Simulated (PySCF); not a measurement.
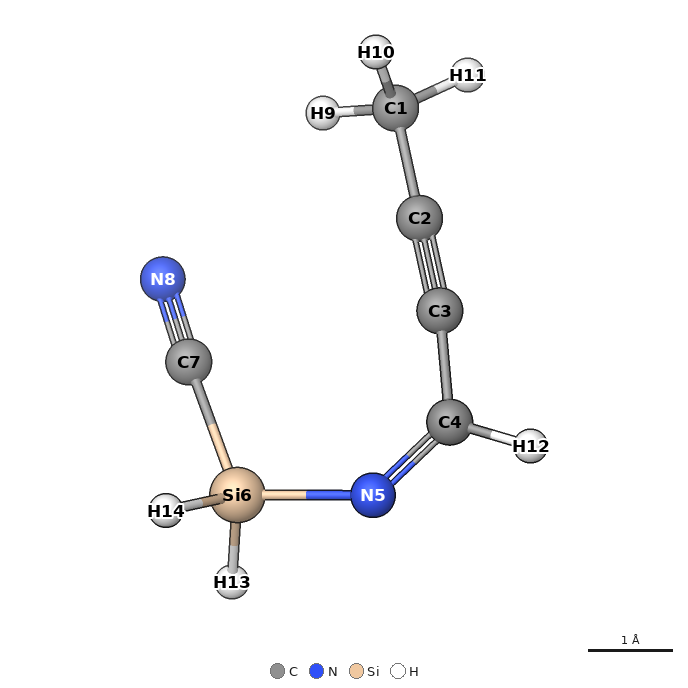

The atoms are numbered. The computed structure is the end point of a GFN2-xTB optimisation. No frequency run is at hand to confirm it as a minimum.

Which atoms are bonded, and how long are the bonds?

```tsv
bond	length (Å)	order
C1–C2	1.437	single
C1–H9	1.090	single
C1–H10	1.090	single
C1–H11	1.090	single
C2–C3	1.207	triple
C3–C4	1.409	single
C4–N5	1.264	double
C4–H12	1.092	single
N5–Si6	1.713	single
Si6–C7	1.877	single
Si6–H13	1.460	single
Si6–H14	1.461	single
C7–N8	1.147	triple
```
